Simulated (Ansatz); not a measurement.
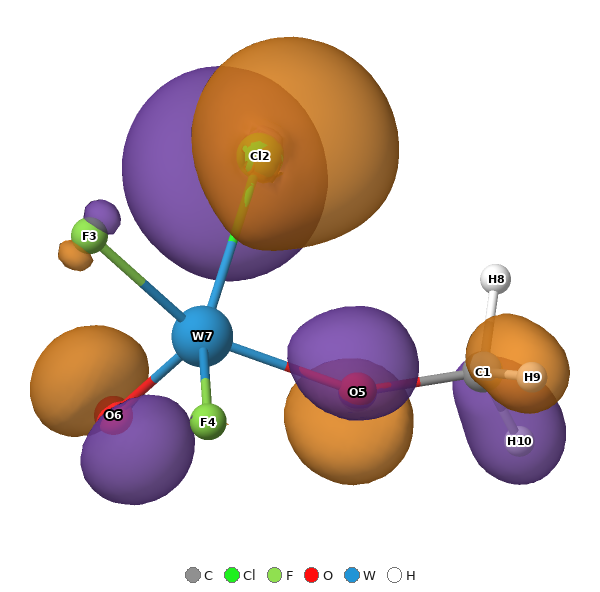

The picture shows: CH3ClF2O2W (SMILES C[O][W](=[O])([F])([F])[Cl]). The HOMO−1 at ±0.1 Å⁻³ᐟ² (orange and purple are the two phases), seen at a tilt.

Geometry: PBE0-D4/def2-SVP; core potentials replace the inner electrons of W.

The calculation used Ansatz, isolated molecule in a Gaussian basis; Kohn-Sham density functional theory, functional PBE0.

| atom | x (Å) | y (Å) | z (Å) |
| --- | --- | --- | --- |
| C | 0.4905 | -1.6661 | 0.3574 |
| Cl | 1.5292 | 1.1116 | -1.3139 |
| F | -0.1221 | 3.0374 | -0.0653 |
| F | -1.3840 | 1.4262 | 1.3949 |
| O | -0.3142 | -0.5680 | 0.0675 |
| O | -1.7031 | 1.2407 | -1.4631 |
| W | -0.5355 | 1.2284 | -0.2583 |
| H | 1.4662 | -1.5298 | -0.1424 |
| H | 0.6474 | -1.7511 | 1.4444 |
| H | 0.0086 | -2.5807 | -0.0183 |

### Describe this orbital and give its energy.

Its weight (Hirshfeld) is mainly on Cl2 (about 60 %), O5 (about 15 %) and O6 (about 10 %). Its energy is −9.67 eV.
